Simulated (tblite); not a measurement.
## Geometry relaxation of B2Si2H8O3 (part 1 of 2)

B2Si2H8O3, SMILES OB(O)OB([SiH3])[SiH3], computed with GFN2-xTB geometry optimisation, gas phase (tblite 0.8.0).

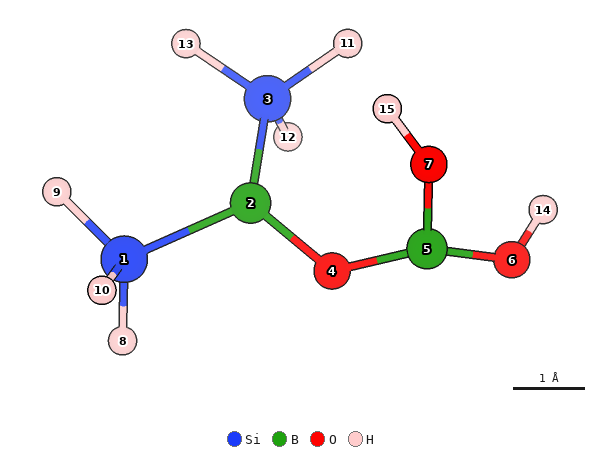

Figure 1. The input geometry (ball-and-stick view, seen at a tilt; atoms are numbered from 1 in the order of the input).

## Results in brief

- outcome: converged
- total energy: −608.1395 eV
- hardware: 1 CPU thread, shared host
- wall time: 4.2 s
- peak memory: 0.18 GiB

## The input
```
{"job": {"kind": "relax", "xc": "GFN2-xTB", "basis": "xTB"}, "charge": 0, "multiplicity": 1}
Si    -0.188267     1.192398     2.601313
B      0.661626     0.325144     1.076838
Si     0.504013     1.290920    -0.605618
O      0.516014    -1.167252     0.998667
B      1.486775    -2.106574     0.348495
O      0.949631    -2.939157    -0.793700
O      2.877639    -1.566880     0.171464
H     -1.502231     0.660279     2.795434
H     -0.228874     2.582570     2.403433
H      0.563730     0.909626     3.779078
H      1.532587     0.832317    -1.495879
H     -0.768464     0.987183    -1.200340
H      0.603063     2.660603    -0.388730
H      1.053043    -2.748603    -1.728480
H      3.106456    -0.620244     0.037072
```

The first line tells a small driver script what to run in tblite; the rest is the geometry in Å.

Launch command:
```bash
OMP_NUM_THREADS=1 python <driver script> task.json out
```

## Log
```
step      E/eV     max force
  0    -604.97614    5.129
  1    -605.97016    3.805
  2    -607.00296    1.307
  3    -607.13737    1.034
  4    -607.22960    1.079
  5    -607.34835    0.931
  6    -607.43217    1.151
  7    -607.53253    1.257
  8    -607.62794    1.240
  9    -607.71875    0.773
 10    -607.77754    0.747
 11    -607.82598    0.745
 12    -607.84998    1.372
 13    -607.90131    0.426
 14    -607.91912    0.294
 15    -607.92872    0.296
 16    -607.93872    0.291
 17    -607.94747    0.242
 18    -607.95573    0.239
 19    -607.96308    0.211
 20    -607.97018    0.277
 21    -607.97736    0.311
 22    -607.98432    0.240
 23    -607.99119    0.242
 24    -607.99879    0.236
 25    -608.00820    0.459
 26    -608.01715    0.360
 27    -608.02681    0.253
 28    -608.03411    0.194
 29    -608.03931    0.219
 30    -608.04554    0.205
 31    -608.05060    0.143
 32    -608.05443    0.128
 33    -608.05746    0.154
 34    -608.06086    0.189
 35    -608.06441    0.170
 36    -608.06752    0.161
 37    -608.07031    0.155
 38    -608.07324    0.212
 39    -608.07649    0.230
 40    -608.08010    0.170
 41    -608.08365    0.156
 42    -608.08675    0.147
 43    -608.08968    0.157
 44    -608.09240    0.121
 45    -608.09477    0.104
 46    -608.09711    0.144
 47    -608.09993    0.199
 48    -608.10318    0.195
 49    -608.10656    0.096
 50    -608.10815    0.091
 51    -608.10975    0.146
 52    -608.11119    0.147
 53    -608.11243    0.134
 54    -608.11326    0.066
 55    -608.11414    0.139
 56    -608.11507    0.094
 57    -608.11610    0.070
 58    -608.11659    0.099
 59    -608.11713    0.087
 60    -608.11760    0.060
 61    -608.11814    0.046
 62    -608.11874    0.068
 63    -608.11957    0.114
 64    -608.12063    0.135
 65    -608.12164    0.110
 66    -608.12233    0.075
 67    -608.12276    0.043
 68    -608.12314    0.052
 69    -608.12366    0.099
 70    -608.12441    0.089
 71    -608.12514    0.072
 72    -608.12566    0.061
 73    -608.12607    0.045
 74    -608.12649    0.051
 75    -608.12688    0.057
 76    -608.12724    0.052
 77    -608.12754    0.039
 78    -608.12786    0.053
 79    -608.12830    0.063
 80    -608.12891    0.087
 81    -608.12957    0.091
 82    -608.13008    0.063
 83    -608.13039    0.038
 84    -608.13056    0.045
 85    -608.13074    0.047
 86    -608.13093    0.038
 87    -608.13110    0.039
 88    -608.13126    0.044
 89    -608.13140    0.036
 90    -608.13153    0.033
 91    -608.13162    0.028
 92    -608.13167    0.020
 93    -608.13171    0.024
 94    -608.13175    0.022
 95    -608.13179    0.020
 96    -608.13182    0.015
 97    -608.13184    0.011
 98    -608.13185    0.014
 99    -608.13186    0.015
100    -608.13189    0.016
101    -608.13192    0.016
102    -608.13196    0.015
103    -608.13198    0.012
104    -608.13200    0.012
105    -608.13203    0.015
106    -608.13207    0.021
107    -608.13214    0.031
108    -608.13227    0.037
109    -608.13244    0.038
110    -608.13266    0.037
111    -608.13288    0.041
112    -608.13310    0.036
113    -608.13328    0.036
114    -608.13340    0.033
115    -608.13351    0.033
116    -608.13362    0.038
117    -608.13373    0.045
118    -608.13391    0.043
119    -608.13414    0.038
120    -608.13440    0.047
121    -608.13464    0.062
122    -608.13489    0.053
123    -608.13499    0.027
124    -608.13510    0.043
125    -608.13522    0.028
126    -608.13533    0.017
127    -608.13540    0.022
128    -608.13545    0.016
129    -608.13548    0.014
130    -608.13552    0.014
131    -608.13555    0.016
132    -608.13559    0.019
133    -608.13564    0.022
134    -608.13571    0.023
135    -608.13578    0.023
136    -608.13586    0.028
137    -608.13595    0.026
138    -608.13604    0.023
139    -608.13612    0.022
140    -608.13621    0.023
141    -608.13631    0.028
142    -608.13651    0.043
143    -608.13677    0.052
144    -608.13704    0.045
145    -608.13720    0.032
146    -608.13701    0.054
147    -608.13733    0.020
148    -608.13738    0.020
149    -608.13766    0.031
150    -608.13780    0.026
151    -608.13803    0.025
152    -608.13818    0.019
153    -608.13826    0.021
154    -608.13835    0.023
155    -608.13848    0.023
156    -608.13860    0.022
157    -608.13868    0.016
158    -608.13875    0.017
159    -608.13881    0.019
160    -608.13887    0.017
161    -608.13892    0.014
162    -608.13895    0.012
163    -608.13898    0.014
164    -608.13901    0.017
165    -608.13903    0.015
166    -608.13905    0.010
167    -608.13906    0.012
168    -608.13907    0.011
169    -608.13909    0.009
170    -608.13910    0.010
171    -608.13911    0.009
172    -608.13913    0.009
173    -608.13914    0.009
174    -608.13915    0.009
175    -608.13917    0.012
176    -608.13919    0.012
177    -608.13922    0.015
178    -608.13925    0.016
179    -608.13928    0.016
180    -608.13930    0.011
181    -608.13933    0.015
182    -608.13935    0.014
183    -608.13938    0.013
184    -608.13940    0.011
185    -608.13942    0.008
186    -608.13943    0.009
187    -608.13945    0.011
188    -608.13947    0.014
189    -608.13949    0.014
190    -608.13951    0.013
191    -608.13953    0.009
192    -608.13954    0.006
```

## Trajectory as extended XYZ (Å, eV, eV/Å), 25 frames, from step=0 to step=192
```
15
Properties=species:S:1:pos:R:3:forces:R:3 step=0 energy=-604.97614
Si   -0.1883    1.1924    2.6013    0.6160  -1.4250  -0.1900
B     0.6616    0.3251    1.0768   -1.3010  -3.3460  -0.2090
Si    0.5040    1.2909   -0.6056    0.4950  -1.7680   0.1880
O     0.5160   -1.1673    0.9987    3.1480   0.4800  -0.8290
B     1.4868   -2.1066    0.3485   -0.7690   3.6540  -3.5160
O     0.9496   -2.9392   -0.7937    0.4970   0.8660   3.0900
O     2.8776   -1.5669    0.1715   -1.9730  -0.9130   0.1470
H    -1.5022    0.6603    2.7954   -0.7530  -0.1030   0.1580
H    -0.2289    2.5826    2.4034   -0.1830   1.4930  -0.0400
H     0.5637    0.9096    3.7791    0.3480   0.0220   1.0100
H     1.5326    0.8323   -1.4959    0.4810   0.0170  -0.8040
H    -0.7685    0.9872   -1.2003   -0.5410  -0.0340  -0.3100
H     0.6031    2.6606   -0.3887    0.1350   1.9150   0.0470
H     1.0530   -2.7486   -1.7285    0.6390   0.2650   0.6920
H     3.1065   -0.6202    0.0371   -0.8380  -1.1240   0.5660
15
Properties=species:S:1:pos:R:3:forces:R:3 step=8 energy=-607.62794
Si   -0.1894    1.0812    2.6858    0.0120  -0.2160  -0.2460
B     0.4220    0.2034    1.0252    0.5040   0.0540   0.1060
Si    0.5344    1.2432   -0.6454   -0.0950   0.0030   0.0900
O     0.7718   -1.0805    0.9614    0.6030  -0.2770  -0.1160
B     1.4881   -1.8439    0.0759   -0.1680  -0.1240   0.1450
O     0.8148   -2.7988   -0.6307    0.4870   0.5790  -0.4250
O     2.8486   -1.6302   -0.0984   -1.0650   0.6240   0.1210
H    -1.5809    0.7051    2.8724   -0.3200  -0.0420   0.3450
H    -0.2316    2.5198    2.4333    0.0080   0.2750   0.0820
H     0.5750    0.9400    3.9285   -0.0550  -0.0970   0.0400
H     1.5652    0.8713   -1.6279    0.0170  -0.0070  -0.0220
H    -0.7581    1.0144   -1.2694   -0.2790   0.0370  -0.4170
H     0.6374    2.6807   -0.4366    0.1040   0.2350  -0.0660
H     1.2089   -2.8658   -1.5095   -0.0800  -0.5320   0.3960
H     3.0606   -0.7474    0.2343    0.3260  -0.5100  -0.0330
15
Properties=species:S:1:pos:R:3:forces:R:3 step=16 energy=-607.93872
Si   -0.2331    1.0507    2.6987    0.0620   0.0110  -0.0900
B     0.4719    0.2247    1.0365   -0.1770   0.0980  -0.0350
Si    0.4904    1.2508   -0.6835   -0.0080   0.0100   0.1670
O     0.8628   -1.0560    1.0332    0.0130   0.0600  -0.2840
B     1.4622   -1.7671    0.0241    0.1260  -0.1290   0.0600
O     0.7712   -2.6820   -0.6842    0.0630   0.1200   0.0110
O     2.7812   -1.5445   -0.2484   -0.1040  -0.0500   0.0710
H    -1.6299    0.7201    3.0106    0.0160  -0.0470   0.0430
H    -0.2325    2.5045    2.4895   -0.0560   0.1570   0.0560
H     0.5241    0.9029    3.9493   -0.0060  -0.1270   0.0210
H     1.5424    0.8945   -1.6519    0.0050  -0.0550  -0.0040
H    -0.7763    1.0588   -1.4088    0.0220   0.0560  -0.0310
H     0.6756    2.7008   -0.4878   -0.0490  -0.0550  -0.0310
H     1.2791   -3.0877   -1.3900   -0.0490  -0.0230   0.1220
H     3.1777   -0.8780    0.3119    0.1410  -0.0260  -0.0780
15
Properties=species:S:1:pos:R:3:forces:R:3 step=24 energy=-607.99879
Si   -0.2530    1.0761    2.7127    0.0210  -0.1440  -0.0890
B     0.3885    0.2688    0.9990    0.1290   0.1570   0.0690
Si    0.4530    1.2827   -0.7126   -0.0600   0.0390   0.1000
O     0.8896   -0.9699    0.9624   -0.0810   0.0570  -0.0690
B     1.4883   -1.7303    0.0014    0.1030   0.0220   0.0830
O     0.7610   -2.6332   -0.6915    0.0950   0.0210   0.1660
O     2.8230   -1.5961   -0.2513   -0.0580  -0.2280  -0.0110
H    -1.6249    0.7002    3.0836   -0.0390   0.0180  -0.0290
H    -0.2732    2.5508    2.5796    0.0120  -0.1270   0.0900
H     0.5101    0.7939    3.9454    0.0280   0.0320  -0.1190
H     1.5267    0.8564   -1.6289    0.0200  -0.0010   0.0150
H    -0.7763    1.1256   -1.4889   -0.1270   0.0410  -0.1230
H     0.6616    2.7255   -0.5229    0.0100   0.0380  -0.0480
H     1.2846   -3.1960   -1.2618   -0.0250   0.0370  -0.0570
H     3.3077   -0.9619    0.2729   -0.0270   0.0380   0.0210
15
Properties=species:S:1:pos:R:3:forces:R:3 step=32 energy=-608.05443
Si   -0.2751    1.0330    2.7055    0.0180   0.0480   0.0530
B     0.3709    0.3527    0.9482   -0.0540  -0.0210   0.1140
Si    0.3815    1.3594   -0.7576    0.0370   0.0120  -0.0120
O     0.9429   -0.8466    0.8789   -0.0130  -0.0320   0.0170
B     1.5236   -1.7157    0.0203    0.0690  -0.0330   0.0890
O     0.7586   -2.6385   -0.6132    0.1220   0.0360   0.0080
O     2.8759   -1.7342   -0.1755   -0.0280   0.0340  -0.0290
H    -1.6507    0.6770    3.0962    0.0720  -0.0710  -0.0600
H    -0.3005    2.5090    2.7196    0.0180  -0.0150  -0.0240
H     0.5521    0.7060    3.8826   -0.0280  -0.0680  -0.0650
H     1.4954    0.8382   -1.5772   -0.0110   0.0620  -0.0920
H    -0.8162    1.2203   -1.5912   -0.0390   0.0400  -0.0310
H     0.6467    2.7944   -0.5993   -0.0130   0.0720  -0.0620
H     1.2737   -3.2298   -1.1652   -0.0830   0.0080   0.0530
H     3.3880   -1.0329    0.2270   -0.0670  -0.0710   0.0400
15
Properties=species:S:1:pos:R:3:forces:R:3 step=40 energy=-608.08010
Si   -0.2688    1.0110    2.6991    0.0120   0.0350   0.0400
B     0.3687    0.3838    0.9211    0.0290   0.0290   0.0790
Si    0.3558    1.4077   -0.7872    0.0950  -0.0560  -0.1200
O     0.9765   -0.8004    0.8843    0.0550   0.0290  -0.1100
B     1.5481   -1.7107    0.0623   -0.0290  -0.0120  -0.0220
O     0.7551   -2.6291   -0.5371   -0.0280  -0.0300  -0.0380
O     2.8955   -1.7710   -0.1513   -0.0780   0.0850   0.1260
H    -1.6384    0.5998    3.0603    0.0870   0.0030  -0.0280
H    -0.2920    2.4872    2.7721   -0.0080  -0.0740   0.0200
H     0.5752    0.6034    3.8425   -0.0750   0.0000  -0.0850
H     1.4575    0.9017   -1.6377   -0.0280   0.0220  -0.0270
H    -0.8373    1.3038   -1.6361   -0.0550  -0.0290   0.0430
H     0.6235    2.8500   -0.6909   -0.0100   0.0190   0.0770
H     1.2354   -3.2520   -1.0834   -0.0260  -0.0110   0.0400
H     3.4121   -1.0931    0.2809    0.0590  -0.0090   0.0050
15
Properties=species:S:1:pos:R:3:forces:R:3 step=48 energy=-608.10318
Si   -0.2448    0.9764    2.6659   -0.0320   0.0420   0.0300
B     0.3920    0.4793    0.8548    0.0620  -0.0050  -0.0200
Si    0.3365    1.4795   -0.8653    0.0660  -0.0170  -0.1440
O     1.0363   -0.6791    0.8065   -0.0250  -0.0830  -0.0020
B     1.5654   -1.6904    0.1028    0.0420  -0.0400  -0.0260
O     0.7310   -2.6172   -0.4339    0.0310   0.0200  -0.0850
O     2.9152   -1.8449   -0.0383    0.0160  -0.0380  -0.0020
H    -1.5939    0.4940    2.9903   -0.0470  -0.0050  -0.0270
H    -0.2973    2.4271    2.8974   -0.0030   0.0410   0.0190
H     0.5896    0.4501    3.7581    0.0350  -0.0030  -0.0010
H     1.4114    0.9837   -1.7687   -0.1560   0.0740   0.0910
H    -0.9029    1.3873   -1.6514    0.0070  -0.0500   0.0400
H     0.5833    2.9230   -0.7496    0.0350   0.0530   0.0300
H     1.1788   -3.3036   -0.9297   -0.0110   0.0100   0.0900
H     3.4660   -1.1731    0.3603   -0.0200   0.0030   0.0070
15
Properties=species:S:1:pos:R:3:forces:R:3 step=56 energy=-608.11507
Si   -0.2346    0.9722    2.6457    0.0050  -0.0150  -0.0180
B     0.4310    0.5161    0.8255   -0.0180   0.0170   0.0010
Si    0.3298    1.5259   -0.8895    0.0460  -0.0130  -0.0660
O     1.0626   -0.6477    0.7664   -0.0160   0.0260   0.0120
B     1.5783   -1.6928    0.1089    0.0080   0.0080  -0.0010
O     0.7232   -2.5995   -0.4282    0.0370   0.0080   0.0060
O     2.9285   -1.8922    0.0220   -0.0180  -0.0040   0.0120
H    -1.5832    0.4520    2.9245    0.0020   0.0270  -0.0240
H    -0.3018    2.4073    2.9642   -0.0040  -0.0080  -0.0280
H     0.6049    0.3916    3.7066    0.0130   0.0050   0.0280
H     1.3551    1.0541   -1.8500   -0.0560   0.0380   0.0660
H    -0.9391    1.3905   -1.6223    0.0070   0.0300   0.0570
H     0.5807    2.9714   -0.7600   -0.0280  -0.0120  -0.0080
H     1.1613   -3.3472   -0.8302    0.0180  -0.0660  -0.0320
H     3.4701   -1.2092    0.4154    0.0030  -0.0400  -0.0060
15
Properties=species:S:1:pos:R:3:forces:R:3 step=64 energy=-608.12063
Si   -0.2185    0.9680    2.6295   -0.0200  -0.0090  -0.0340
B     0.4552    0.5364    0.8078    0.0060  -0.0310   0.0400
Si    0.3229    1.5614   -0.8892    0.0360   0.0100  -0.0780
O     1.0704   -0.6347    0.7332    0.0110  -0.0470  -0.0510
B     1.5846   -1.7008    0.1093    0.0130  -0.0170   0.0000
O     0.7394   -2.6132   -0.4373   -0.0750   0.0830   0.0760
O     2.9317   -1.9303    0.0645    0.0180  -0.0350  -0.0060
H    -1.5764    0.4517    2.8637   -0.0010  -0.0070   0.0090
H    -0.3055    2.3947    2.9708    0.0230   0.0290  -0.0200
H     0.6094    0.3716    3.6904   -0.0060   0.0000   0.0320
H     1.3180    1.1116   -1.8862   -0.0400   0.0090   0.0340
H    -0.9773    1.4206   -1.5587   -0.0240   0.0130  -0.0020
H     0.5547    3.0087   -0.7741   -0.0100   0.0250   0.0250
H     1.1697   -3.3931   -0.7814    0.0690  -0.0350  -0.0420
H     3.4884   -1.2603    0.4568   -0.0020   0.0110   0.0190
15
Properties=species:S:1:pos:R:3:forces:R:3 step=72 energy=-608.12566
Si   -0.2055    0.9620    2.6041    0.0010  -0.0310  -0.0410
B     0.4857    0.5454    0.7824   -0.0130  -0.0010   0.0200
Si    0.3073    1.6090   -0.8918    0.0010  -0.0200  -0.0010
O     1.0994   -0.6214    0.6707   -0.0270   0.0430   0.0340
B     1.6001   -1.7246    0.1167   -0.0030  -0.0190  -0.0060
O     0.7485   -2.6422   -0.4130   -0.0140  -0.0060  -0.0210
O     2.9423   -1.9882    0.1167    0.0520  -0.0100   0.0010
H    -1.5656    0.4405    2.8111   -0.0130   0.0190   0.0040
H    -0.2840    2.3897    2.9477    0.0050   0.0040  -0.0240
H     0.5902    0.3589    3.6849    0.0220  -0.0060   0.0260
H     1.2660    1.1725   -1.9243   -0.0220   0.0180  -0.0140
H    -1.0245    1.4703   -1.4975   -0.0130   0.0030  -0.0280
H     0.5185    3.0588   -0.7680    0.0160   0.0060   0.0330
H     1.1906   -3.4208   -0.7501   -0.0090  -0.0020   0.0120
H     3.4978   -1.3175    0.5096    0.0170   0.0040   0.0050
```
